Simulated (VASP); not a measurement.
**Cr (Chromium) with optB86b-vdW: from relaxation to properties**

Wanted: the relaxed cell of Cr (Chromium) and its properties. The steps: magnetic order: ferromagnetic, magnetic order: antiferromagnetic, q = (0, 0, 1/2), magnetic order: antiferromagnetic, q = (1/2, 1/2, 1/2), the orders side by side, full relaxation (optB86b-vdW), second relaxation, single point with fields (optB86b-vdW), bands along the symmetry lines (optB86b-vdW), total and projected DOS (optB86b-vdW), independent-particle dielectric function (optB86b-vdW) and vibrations at Γ (optB86b-vdW). Left out of this account: 1 further run (relaxation: a spoilt try). The start is a cell from a database of measured crystal structures.

Main program and level: VASP 6.6.1; optB86b-vdW, spin-polarised from a ferromagnetic start (one magnetic atom a cell); plane waves and PAW (Cr_pv), in the first sound run; inputs show where later runs differ.

### 1. Starting point

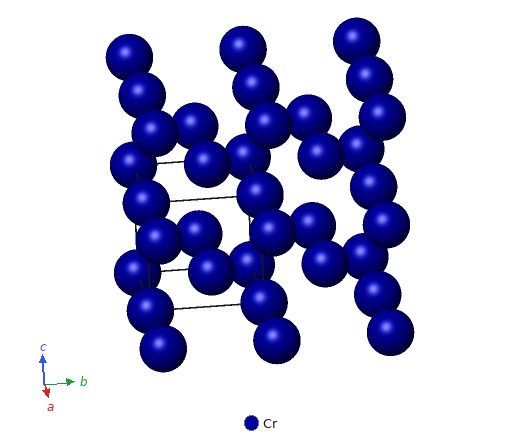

The cell as given, slightly off an axis (chromium blue). 2×2×2 cells are drawn. This picture shows the conventional cell, with its axes. Some periodic images of atoms are drawn too.

As a file:

```xyz
1
Lattice="-1.4420 1.4420 1.4420 1.4420 -1.4420 1.4420 1.4420 1.4420 -1.4420" Properties=species:S:1:pos:R:3 pbc="T T T"
Cr    0.0000    0.0000    0.0000
```

### 2. Magnetic order: ferromagnetic

The properties of a magnet depend on its order, so a few collinear patterns are compared first on the cell as listed, beginning with all moments parallel. optB86b-vdW pairs nonlocal correlation with a less repulsive exchange of B86b form. LUSE_VDW switches on a nonlocal correlation term for dispersion.

File INCAR:

```
SYSTEM = Cr
PREC = Accurate
ENCUT = 400
EDIFF = 1E-06
NELM = 100
ISMEAR = 1
SIGMA = 0.2
LREAL = .FALSE.
ALGO = Normal
GGA = MK
AGGAC = 0
LUSE_VDW = .TRUE.
PARAM1 = 0.1234
PARAM2 = 1
LASPH = .TRUE.
NBANDS = 14
ISPIN = 2
MAGMOM = 3
LMAXMIX = 4
LORBIT = 11
LWAVE = .FALSE.
LCHARG = .FALSE.
KPAR = 4
ISIF = 2
```

File POSCAR:

```
Cr
1.0
   -1.4419500000      1.4419500000      1.4419500000
    1.4419500000     -1.4419500000      1.4419500000
    1.4419500000      1.4419500000     -1.4419500000
Cr
1
Direct
    0.0000000000      0.0000000000      0.0000000000
```

File KPOINTS:

```
Automatic mesh
0
Gamma
11 11 11
0 0 0
```

Potentials, in the order of the species: Cr_pv (PBE family, release 64).

On the command line:

```console
> mpirun -np 4 vasp_std
```

Output:

```text
[banner, memory and clock lines left out]
running    4 mpi-ranks, on    1 nodes
 distrk:  each k-point on    1 cores,    4 groups
 distr:  one band on    1 cores,    1 groups

 POSCAR found type information on POSCAR Cr
 POSCAR found :  1 types and       1 ions
|                                                                             |
|               ----> ADVICE to this user running VASP <----                  |
|                                                                             |
|     You have switched on vdW-DFT.                                           |
|     This routine was written and supplied by Jiri Klimes. We recommend      |
|     that you carefully read and cite the following publications:            |
|       J. Klimes, D.R. Bowler, A. Michelides                                 |
|          J. Phys.: Cond Matt. 22 022201 (2010)                              |
|       J. Klimes, D.R. Bowler, A. Michelides                                 |
|          Phys. Rev. B. 83, 195131 (2011)                                    |
|     and references therein.                                                 |
|                                                                             |

|                                                                             |
|               ----> ADVICE to this user running VASP <----                  |
|                                                                             |
|     You enforced a specific xc type in the INCAR file but a different       |
|     [... a line on the potential file left out ...]
|     I HOPE YOU KNOW WHAT YOU ARE DOING!                                     |
|                                                                             |

 LDA part: xc-table for (Slater+PW92), standard interpolation
 POSCAR, INCAR and KPOINTS ok, starting setup
 FFT: planning ... GRIDC
 FFT: planning ... GRID_SOFT
 FFT: planning ... GRID
 WAVECAR not read
 entering main loop
       N       E                     dE             d eps       ncg     rms          rms(c)
DAV:   1     0.711951065711E+02    0.71195E+02   -0.56138E+03  3234   0.805E+02
DAV:   2    -0.587901913092E+01   -0.77074E+02   -0.74016E+02  3328   0.238E+02
DAV:   3    -0.695061605664E+01   -0.10716E+01   -0.10698E+01  3412   0.328E+01
DAV:   4    -0.695501139497E+01   -0.43953E-02   -0.43953E-02  3484   0.206E+00
DAV:   5    -0.695505039954E+01   -0.39005E-04   -0.39004E-04  3454   0.176E-01    0.183E+01
DAV:   6    -0.663811342436E+01    0.31694E+00   -0.29591E+00  3178   0.297E+01    0.399E+00
DAV:   7    -0.668218150597E+01   -0.44068E-01   -0.14011E-01  3202   0.320E+00    0.220E+00
DAV:   8    -0.668580348633E+01   -0.36220E-02   -0.60034E-03  3280   0.912E-01    0.940E-01
DAV:   9    -0.668228665252E+01    0.35168E-02   -0.21893E-03  3238   0.549E-01    0.233E-01
DAV:  10    -0.668269545996E+01   -0.40881E-03   -0.47058E-04  3172   0.174E-01    0.381E-02
DAV:  11    -0.668270361394E+01   -0.81540E-05   -0.13230E-05  3370   0.317E-02    0.176E-02
DAV:  12    -0.668270232586E+01    0.12881E-05   -0.31997E-06  3160   0.136E-02    0.391E-03
DAV:  13    -0.668270163022E+01    0.69564E-06   -0.37959E-07  1886   0.520E-03
   1 F= -.66827016E+01 E0= -.66818254E+01  d E =-.262861E-02  mag=     0.0002
```

The job ended after 8.6 s (4 MPI ranks of Intel Xeon 6975P-C (Granite Rapids), shared host; peak memory 0.8 GiB; 29 s of CPU time).

The logs omit lines about the potential files and the build; timing stands in the text.

Parts of OUTCAR (step 2):

```text
ion  position               nearest neighbor table
   1  0.000  0.000  0.000-

  LATTYP: Found a body centered cubic cell.
 ALAT       =     2.8839000000

 Subroutine GETGRP returns: Found 48 space group operations
 (whereof 48 operations were pure point group operations)

The static configuration has the point symmetry O_h .

 Found     56 irreducible k-points:

   k-points           NKPTS =     56   k-points in BZ     NKDIM =     56   number of bands    NBANDS=     14

   dimension x,y,z NGX =    16 NGY =   16 NGZ =   16
   dimension x,y,z NGXF=    32 NGYF=   32 NGZF=   32

   ENCUT  =  400.0 eV  29.40 Ry    5.42 a.u.   4.07  4.07  4.07*2*pi/ulx,y,z

   NELECT =      12.0000    total number of electrons

 k-points in reciprocal lattice and weights: Automatic mesh
   0.00000000  0.00000000  0.00000000       0.001
   0.09090909  0.00000000  0.00000000       0.009
   0.18181818  0.00000000  0.00000000       0.009
   0.27272727  0.00000000  0.00000000       0.009
   0.36363636  0.00000000  0.00000000       0.009
   0.45454545  0.00000000  0.00000000       0.009
   0.09090909  0.09090909  0.00000000       0.018
   0.18181818  0.09090909 -0.00000000       0.036
   0.27272727  0.09090909  0.00000000       0.036
[...]
-0.45454545 -0.45454545  0.36363636       0.006
  -0.45454545  0.45454545  0.45454545       0.005

 average (electrostatic) potential at core
       1 -66.3316

 E-fermi :  10.3023

 spin component 1
 k-point     1 :       0.0000    0.0000    0.0000
  band No.  band energies     occupation
    ...
      3     -32.3445      1.00000
      4       2.6405      1.00000
      5       9.4458      1.00000
      6       9.4458      1.00000
      7       9.4459      1.00000
      8      11.4193     -0.00000
      9      11.4193     -0.00000
     10      17.3445      0.00000
     11      32.3878      0.00000
     12      32.3878      0.00000
    ...

 k-point     2 :       0.0909    0.0000    0.0000
  band No.  band energies     occupation
    ...
      3     -32.3445      1.00000
      4       2.9892      1.00000
      5       9.3168      1.00000
      6       9.4207      1.00000
      7       9.6781      1.00005
      8      11.2837     -0.00000
      9      11.4292     -0.00000
     10      17.3448      0.00000
     11      31.5009      0.00000
     12      32.2317      0.00000
    ...

 k-point     3 :       0.1818    0.0000    0.0000
  band No.  band energies     occupation
    ...
      2     -32.4210      1.00000
      3     -32.3453      1.00000
      4       3.9528      1.00000
      5       8.9825      1.00000
      6       9.2782      1.00000
      7      10.3312      0.37904
      8      11.0940     -0.00000
      9      11.4674     -0.00000
     10      17.3447      0.00000
     11      29.1263      0.00000
    ...

 k-point     4 :       0.2727    0.0000    0.0000
  band No.  band energies     occupation
    ...
      2     -32.4937      1.00000
      3     -32.3458      1.00000
      4       5.1979      1.00000
      5       8.5710      1.00000
      6       9.1677      1.00000
      7      11.1337     -0.00000
      8      11.2723     -0.00000
      9      11.5453     -0.00000
     10      17.3447      0.00000
     11      25.8825      0.00000
    ...

 k-point     5 :       0.3636    0.0000    0.0000
  band No.  band energies     occupation
    ...
      2     -32.5599      1.00000
      3     -32.3470      1.00000
      4       5.9726      1.00000
      5       8.2149      1.00000
      6       9.8432      1.00275
      7      11.3161     -0.00000
      8      11.6463     -0.00000
      9      12.2528     -0.00000
     10      17.3442      0.00000
     11      22.5805      0.00000
    ...

 k-point     6 :       0.4545    0.0000    0.0000
  band No.  band energies     occupation
      1     -33.1472      1.00000
      2     -32.5987      1.00000
      3     -32.3478      1.00000
      4       6.0902      1.00000
      5       8.0122      1.00000
      6      11.1026     -0.00000
      7      11.4475     -0.00000
      8      11.7214     -0.00000
      9      12.9085     -0.00000
     10      17.3434      0.00000
    ...

Total vdW correction in eV:      1.8573869

  Total       -1.1801637     -1.1801637     -1.1801637     -0.0000000      0.0000000     -0.0000000
  in kB     -157.6675188   -157.6675188   -157.6675188     -0.0000000      0.0000000     -0.0000000
  external PRESSURE =    -157.6675188 kB  Pullay stress =       0.0000000 kB

  energy-cutoff  :      400.00
  volume of cell :       11.99
      direct lattice vectors                 reciprocal lattice vectors
    -1.441950000  1.441950000  1.441950000     0.000000000  0.346752661  0.346752661
     1.441950000 -1.441950000  1.441950000     0.346752661  0.000000000  0.346752661
     1.441950000  1.441950000 -1.441950000     0.346752661  0.346752661  0.000000000

 POSITION                                       TOTAL-FORCE (eV/Angst)
 -----------------------------------------------------------------------------------
      0.00000      0.00000      0.00000        -0.000000     -0.000000      0.000000
 -----------------------------------------------------------------------------------
    total drift:                                0.000000      0.000000     -0.000000

  FREE ENERGIE OF THE ION-ELECTRON SYSTEM (eV)
  ---------------------------------------------------
  free  energy   TOTEN  =        -6.6827016302 eV

  energy  without entropy=       -6.6800730166  energy(sigma->0) =       -6.68182543

Total vdW correction in eV:      1.8573925

 total charge
# of ion       s       p       d       tot
------------------------------------------
    1        0.411   6.382   4.185  10.978

 magnetization (x)
# of ion       s       p       d       tot
------------------------------------------
    1        0.000  -0.000   0.000   0.000

[... 6 further parts left out ...]
```

The k-mesh is coarse for a metal. The PAW data sets were made with PBE, which is usual practice but a small mismatch for other functionals. At this level the cell is under a tension of 15.8 GPa, so at these settings it is away from equilibrium.

This step gave:

| Quantity | Value |
| --- | --- |
| SCF cycles | 13 |
| electrons | 12 |
| bands | 14 |
| irreducible k-points | 56 |
| symmetry operations | 48 |
| free energy (TOTEN) | -6.683 eV |
| energy at zero smearing | -6.682 eV |
| Fermi energy | 10.30 eV |
| pressure | -15.77 GPa |
| metallic | yes |

The spin moment in the PAW sphere vanishes on all atoms.

The moments fall under 0.1 μB, and the mesh shows no gap.

### 3. Magnetic order: antiferromagnetic, q = (0, 0, 1/2)

This step: optB86b-vdW, spin-polarised from an antiferromagnetic start; plane waves and PAW (Cr_pv) (VASP 6.6.1).

System of this step: Cr (Chromium). It takes space group Im-3m (No. 229, cubic). Conventional cell: a = 2.884 Å, b = 2.884 Å, c = 2.884 Å, α = 90.00°, β = 90.00°, γ = 90.00°. Nearest to Cr lie 8 Cr at 2.50 Å.

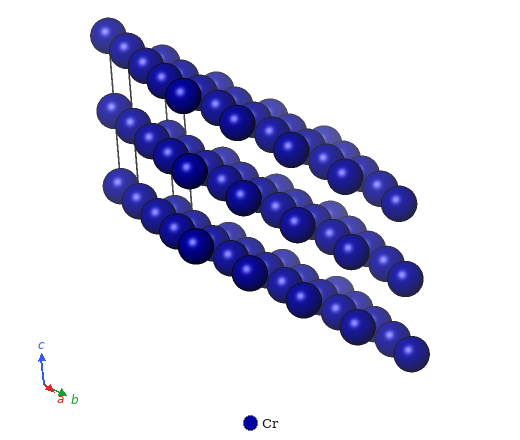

The cell of this step (chromium blue). 4×4×1 cells are drawn. Some periodic images of atoms are drawn too.

Next, a pattern with opposite moments, which needs a doubled cell; q is given in the reciprocal vectors of the primitive cell.

INCAR: that of step 2 with these lines changed.

```diff
@@ -15,5 +15,5 @@
 LASPH = .TRUE.
-NBANDS = 14
+NBANDS = 19
 ISPIN = 2
-MAGMOM = 3
+MAGMOM = 3 -3
 LMAXMIX = 4
```

File POSCAR:

```
Cr
1.0
   -1.4419500000      1.4419500000      1.4419500000
    1.4419500000     -1.4419500000      1.4419500000
    2.8839000000      2.8839000000     -2.8839000000
Cr
2
Direct
    0.0000000000      0.0000000000      0.0000000000
    0.0000000000      0.0000000000      0.5000000000
```

KPOINTS is that of step 2.

On the command line:

```console
> mpirun -np 4 vasp_std
```

Output:

```text
[banner, memory and clock lines left out]
running    4 mpi-ranks, on    1 nodes
 distrk:  each k-point on    1 cores,    4 groups
 distr:  one band on    1 cores,    1 groups

 POSCAR found type information on POSCAR Cr
 POSCAR found :  1 types and       2 ions
 [... a notice as in an earlier step ...]

 [... a notice as in an earlier step ...]

 LDA part: xc-table for (Slater+PW92), standard interpolation
 POSCAR, INCAR and KPOINTS ok, starting setup
 FFT: planning ... GRIDC
 FFT: planning ... GRID_SOFT
 FFT: planning ... GRID
 WAVECAR not read
 entering main loop
       N       E                     dE             d eps       ncg     rms          rms(c)
DAV:   1     0.216230385080E+03    0.21623E+03   -0.12117E+04 16568   0.129E+03
DAV:   2    -0.776960217268E+01   -0.22400E+03   -0.21907E+03 16604   0.398E+02
DAV:   3    -0.148401682444E+02   -0.70706E+01   -0.69793E+01 17649   0.854E+01
DAV:   4    -0.149488545857E+02   -0.10869E+00   -0.10838E+00 22175   0.954E+00
DAV:   5    -0.149508157086E+02   -0.19611E-02   -0.19506E-02 18346   0.120E+00    0.228E+01
DAV:   6    -0.129856165831E+02    0.19652E+01   -0.16580E+01 16844   0.436E+01    0.757E+00
DAV:   7    -0.133218935335E+02   -0.33628E+00   -0.10164E+00 17226   0.727E+00    0.468E+00
DAV:   8    -0.133521491585E+02   -0.30256E-01   -0.80884E-02 19841   0.243E+00    0.177E+00
DAV:   9    -0.133704839336E+02   -0.18335E-01   -0.28734E-01 20115   0.420E+00    0.402E-01
DAV:  10    -0.133732253461E+02   -0.27414E-02   -0.24049E-02 17488   0.101E+00    0.125E-01
DAV:  11    -0.133733058287E+02   -0.80483E-04   -0.75064E-04 20996   0.256E-01    0.522E-02
DAV:  12    -0.133732960846E+02    0.97441E-05   -0.38951E-05 22167   0.489E-02    0.244E-02
DAV:  13    -0.133732922730E+02    0.38116E-05   -0.38094E-06 18358   0.209E-02    0.108E-02
DAV:  14    -0.133732915497E+02    0.72333E-06   -0.62184E-07 10221   0.102E-02
   1 F= -.13373292E+02 E0= -.13372338E+02  d E =-.285954E-02  mag=    -0.0000
```

Elapsed: 22 s, on 4 MPI ranks; peak memory 1.2 GiB; 78 s of CPU time.

Parts of OUTCAR (step 3):

```text
  LATTYP: Found a base centered orthorhombic cell.
 ALAT       =     2.8839000000
 B/A-ratio  =     1.4142135624
 C/A-ratio  =     1.4142135624

 Subroutine GETGRP returns: Found  8 space group operations
 (whereof  8 operations were pure point group operations)

The static configuration has the point symmetry D_2h.

 Found    216 irreducible k-points:

   k-points           NKPTS =    216   k-points in BZ     NKDIM =    216   number of bands    NBANDS=     19

   dimension x,y,z NGX =    16 NGY =   16 NGZ =   36
   dimension x,y,z NGXF=    32 NGYF=   32 NGZF=   72

   ENCUT  =  400.0 eV  29.40 Ry    5.42 a.u.   4.07  4.07  8.15*2*pi/ulx,y,z

   NELECT =      24.0000    total number of electrons

 E-fermi :  10.3156

 spin component 1
 k-point     1 :       0.0000    0.0000    0.0000
  band No.  band energies     occupation
    ...
      8       6.0872      1.00000
      9       7.9869      1.00000
     10       9.4432      1.00000
     11       9.4436      1.00000
     12       9.4472      1.00000
     13      11.4047     -0.00000
     14      11.4108     -0.00000
     15      11.4164     -0.00000
     16      11.4189     -0.00000
     17      11.7292     -0.00000
    ...

 k-point     2 :       0.0909    0.0000    0.0000
  band No.  band energies     occupation
    ...
      9       8.0468      1.00000
     10       9.3153      1.00000
     11       9.4200      1.00000
     12       9.6766      1.00003
     13      10.3008      0.56260
     14      11.2814     -0.00000
     15      11.3618     -0.00000
     16      11.4281     -0.00000
     17      11.9930     -0.00000
     18      13.6383     -0.00000
    ...

 k-point     3 :       0.1818    0.0000    0.0000
  band No.  band energies     occupation
    ...
      8       6.8213      1.00000
      9       8.1209      1.00000
     10       8.9811      1.00000
     11       9.1158      1.00000
     12       9.2774      1.00000
     13      10.3296      0.44096
     14      11.0919     -0.00000
     15      11.2514     -0.00000
     16      11.4663     -0.00000
     17      11.8952     -0.00000
    ...

 k-point     4 :       0.2727    0.0000    0.0000
  band No.  band energies     occupation
    ...
      8       7.0795      1.00000
      9       8.0701      1.00000
     10       8.5696      1.00000
     11       8.8004      1.00000
     12       9.1669      1.00000
     13      11.1318     -0.00000
     14      11.2126     -0.00000
     15      11.2706     -0.00000
     16      11.5443     -0.00000
     17      11.8608     -0.00000
    ...

Total vdW correction in eV:      3.7145764

  Total       -2.3990622     -2.3990622     -2.3578527      0.0270886      0.0000000      0.0000000
  in kB     -160.2549665   -160.2549665   -157.5022157      1.8094903      0.0000000      0.0000000
  external PRESSURE =    -159.3373829 kB  Pullay stress =       0.0000000 kB

  energy-cutoff  :      400.00
  volume of cell :       23.99
      direct lattice vectors                 reciprocal lattice vectors
    -1.441950000  1.441950000  1.441950000     0.000000000  0.346752661  0.346752661
     1.441950000 -1.441950000  1.441950000     0.346752661  0.000000000  0.346752661
     2.883900000  2.883900000 -2.883900000     0.173376331  0.173376331  0.000000000

 POSITION                                       TOTAL-FORCE (eV/Angst)
 -----------------------------------------------------------------------------------
      0.00000      0.00000      0.00000        -0.000000     -0.000000      0.000000
      1.44195      1.44195     -1.44195         0.000000      0.000000     -0.000000
 -----------------------------------------------------------------------------------
    total drift:                                0.000000      0.000000     -0.000000

  FREE ENERGIE OF THE ION-ELECTRON SYSTEM (eV)
  ---------------------------------------------------
  free  energy   TOTEN  =       -13.3732915497 eV

  energy  without entropy=      -13.3704320058  energy(sigma->0) =      -13.37233837

Total vdW correction in eV:      3.7145836

 total charge
# of ion       s       p       d       tot
------------------------------------------
    1        0.411   6.382   4.185  10.978
    2        0.411   6.382   4.185  10.978
--------------------------------------------------
tot          0.822  12.764   8.369  21.955

 magnetization (x)
# of ion       s       p       d       tot
------------------------------------------
    1       -0.000   0.000  -0.000  -0.000
    2        0.000  -0.000   0.000   0.000
--------------------------------------------------
tot          0.000   0.000   0.000   0.000

[... 6 further parts left out ...]
```

At this level the cell is under a tension of 15.9 GPa, so at these settings it is away from equilibrium.

Numbers from this step:

- SCF cycles: 14
- electrons: 24
- bands: 19
- irreducible k-points: 216
- symmetry operations: 8
- free energy (TOTEN): -13.37 eV
- energy at zero smearing: -13.37 eV
- Fermi energy: 10.32 eV
- pressure: -15.93 GPa

The spin moment in the PAW sphere vanishes on all atoms.

The energy lies -4.3 meV an atom from the first pattern, a difference of sampling, since both runs hold the same state. The moments fall under 0.1 μB, and the mesh shows no gap.

(Part 1 of 5 ends here.)

[Lines on the potential files, build, host, timing and source positions are cut from VASP's logs without a mark.]

[Logs are printed without paths, hosts, clocks, repeated set-up lines and the standing remarks that a program may print on its own settings, such as how far it seeks lower states.]

[Hosts, paths, dates, database ids (printed as entryN), source tags and the programs' standing remarks are cut or masked in the printed files.]

[A measured line is paired with the nearest computed mode of its activity, which favours agreement.]

[In band tables of VASP the shares of atoms and orbitals are scaled to a sum of 1 inside the atoms' spheres.]
